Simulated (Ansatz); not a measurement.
The figure comes from a scan of NbSi2 (CrSi2 type, space group P6_222): the cell is scaled evenly about its relaxed volume V₀. All values below come from PBEsol (plane waves to 420 eV, PAW, scalar-relativistic; Ansatz, a program for electronic structure). k mesh 12×12×8 (Γ-centred), Fermi-Dirac smearing 0.05 eV. Stress and pressure are positive under compression. NbSi2 is run without spin polarisation. NbSi2 was relaxed with its symmetry unable to fall. 

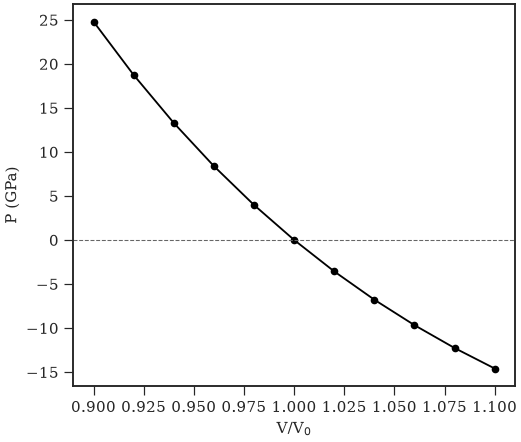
Figure: P (GPa) against V/V₀; markers are the computed points, lines only join them.

Question: Read the plotted values off the figure, to the accuracy that the plot allows.

Answer: To the nearest 0.5:

| V/V₀ | P (GPa) |
|---|---|
| 0.900 | 25.0 |
| 0.920 | 18.5 |
| 0.940 | 13.5 |
| 0.960 | 8.5 |
| 0.980 | 4.0 |
| 1.000 | 0.0 |
| 1.020 | -3.5 |
| 1.040 | -7.0 |
| 1.060 | -9.5 |
| 1.080 | -12.5 |
| 1.100 | -14.5 |

(Under strain, the slope of the energy per volume gives the stress and its curvature an elastic modulus.)
